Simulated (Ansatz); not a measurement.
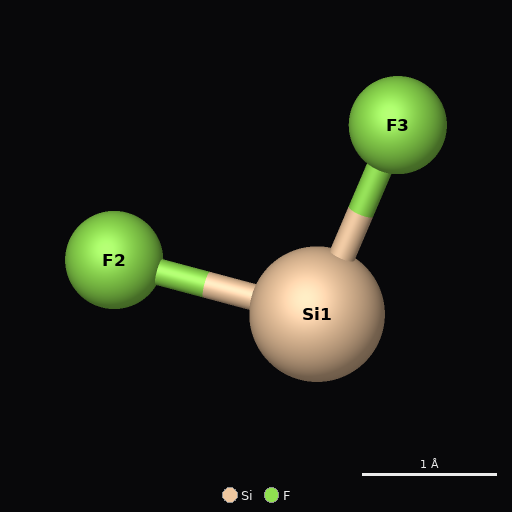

The view is orthographic, and the bar gives the scale. The computed structure is the end point of a PBE0-D4/def2-TZVP optimisation.

Reconstruct the coordinates (Å) as seen: x to the right, y up, z towards the viewer, origin at the mean of the atomic positions.

```xyz
3
SiF2
Si   0.31  -0.61  -0.05
F   -1.22  -0.20  -0.34
F    0.91   0.81   0.38
```
